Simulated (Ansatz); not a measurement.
**Al₂H₂ (singlet): RPA-PBE over a scan of the scale of all distances, 6-31G**

How well do these functionals follow the top wave-function level for Al₂H₂ (singlet) over a scan of the scale of all distances?

Computed with Ansatz 0.2.0, Gaussian basis. Level: 6-31G, all electrons in the functionals, frozen cores in the correlation of double hybrids and RPA.

To be run: RPA-PBE, at 0.889; 1.000; 1.133; 1.287; 1.514; 1.751; 2.005; 2.363.

8 further runs of the same task are left out: 6 that didn't finish, 2 set aside as unsound or not needed.

### 1 The system

The geometry derives from a PBE0/def2-TZVP stationary point (not a proven minimum). All distances are scaled together.

4 atoms, charge 0, spin multiplicity 1.

Atoms are counted from 1 here; the program's logs count them from 0.

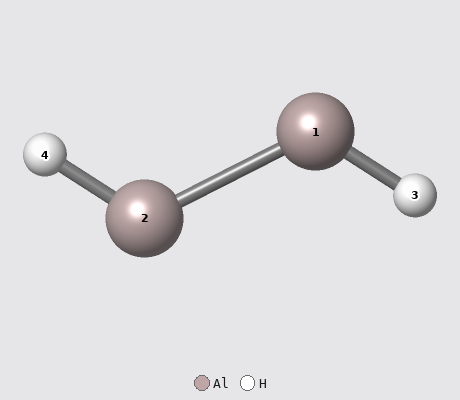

The structure; aluminium light grey, hydrogen white; atoms are numbered from 1 in the order of the file.

No dispersion term is added.

The geometry shown and the zero of energy belong to the point 1.000. The yardstick, FCI, and other wave-function levels (R restricted, U unrestricted, valence and pair active spaces) come from earlier runs.

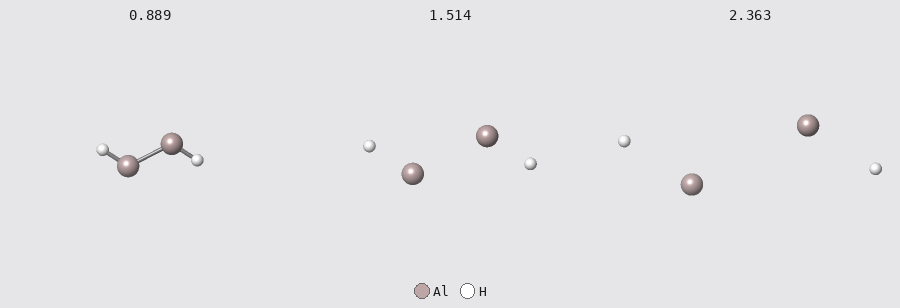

Three points of the scan; sticks are drawn by distance.

### 2 RPA-PBE, 0.889

Contents of in.yaml:

```yaml
crystal:
  periodic: [false, false, false]
  atoms:
    - {symbol: Al, position_ang: [0.000000, -0.136465, 1.163158]}
    - {symbol: Al, position_ang: [0.000000, 0.136465, -1.163158]}
    - {symbol: H, position_ang: [0.000000, 1.016925, 2.029157]}
    - {symbol: H, position_ang: [0.000000, -1.016925, -2.029157]}
basis:
  gaussian: {orbitals: 6-31G}
magnetization: {spin_polarized: true, initial_magnetization: 0}
hamiltonian: {xc: {name: PBE}}
correlation: {method: rpa, electrons: outside_noble_gas}
```

Run with:

```
$ ansatz run in.yaml --threads 1 --pin off --events-out ev --progress --plain --max-ram 2393MiB
```

The runs that follow: RPA-PBE, 1.000; RPA-PBE, 1.133; RPA-PBE, 1.287; RPA-PBE, 1.514; RPA-PBE, 1.751; RPA-PBE, 2.005; RPA-PBE, 2.363.

**Question.** What will the summary of the whole plan be? Wanted: span of the FCI curve; largest miss, RPA-PBE.

The runs gave:

| quantity | value |
| --- | --- |
| span of the FCI curve | 484.3 kJ/mol |
| largest miss, RPA-PBE | -13.2 kJ/mol (1.751) |

**Reading.** RPA-PBE strays by up to 13.2 kJ/mol, at 1.751. RPA-PBE clearly breaks the spin symmetry at some points (⟨S²⟩ up to 1.45 above the pure value), so energy there is bought with a mixed spin. Functionals and the yardstick converge differently with the basis, so part of each miss in 6-31G is the basis.
